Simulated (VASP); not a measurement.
Given:

```xyz
3
Lattice="1.8413 -3.1892 0.0000 1.8413 3.1892 0.0000 0.0000 0.0000 7.0786" Properties=species:S:1:pos:R:3 pbc="T T T"
Zr     0.0000     0.0000     7.0786
S      1.8413     1.0631     1.4518
S      1.8413    -1.0631     5.6268
```

Method: TPSS meta-GGA, VASP's PBE PAW potentials (set 64) (plane waves; VASP). Run with 520 eV cut-off, 8×8×4 Γ-centred mesh, tetrahedra with Blöchl corrections, potentials Zr_sv S.

Without a dispersion term in the relaxation, distances and binding between the weakly bound layers, chains or molecules are unreliable, and so is what depends on them.

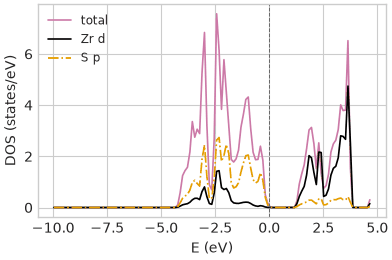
Figure. Total and projected density of states, zero at the valence-band maximum

Within 2 eV below the valence-band maximum the largest weight inside VASP's projection spheres is S p.

The gap is indirect, 1.22 eV, from the valence maximum at Γ to the conduction minimum at L.

The compound is ZrS2 in the 1T layered structure. It was relaxed first, which changed the volume by +23 %.
